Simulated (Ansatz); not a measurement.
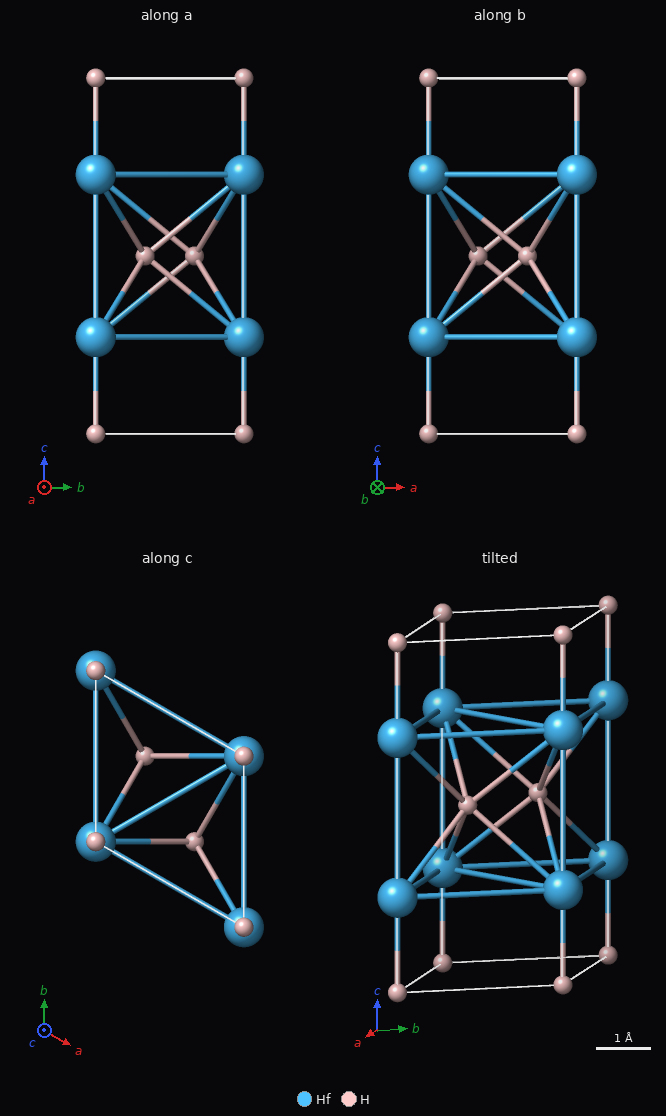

Figure: ball-and-stick view along the a axis, along the b axis, along the c axis and slightly off an axis. Thin lines show the conventional unit cell, with boundary atoms drawn in all their periodic places.

Lattice parameters: a = 3.1773 Å, b = 3.1773 Å, c = 6.6083 Å, α = 90.000°, β = 90.000°, γ = 120.000°.

Give the structure in the form of a CIF with its space group and independent sites, with free fractional coordinates to two decimals.

Answer.
```cif
data_structure
_symmetry_space_group_name_H-M 'P 6/m m m'
_symmetry_Int_Tables_number 191
_cell_length_a 3.1773
_cell_length_b 3.1773
_cell_length_c 6.6083
_cell_angle_alpha 90.000
_cell_angle_beta 90.000
_cell_angle_gamma 120.000
_cell_volume 57.77
loop_
_atom_site_label
_atom_site_type_symbol
_atom_site_symmetry_multiplicity
_atom_site_Wyckoff_symbol
_atom_site_fract_x
_atom_site_fract_y
_atom_site_fract_z
_atom_site_occupancy
Hf1 Hf 2 e 0.00 0.00 0.73 1
H1 H 2 d 0.3333 0.6667 0.50 1
H2 H 1 a 0.00 0.00 0.00 1
```

The cell started as a random cell made by a generator, so it need not be a real form of the compound. The picture shows the end point of a geometry optimisation with DFT PBE, scalar-relativistic, plane waves, PAW (Ansatz 0.2.0).
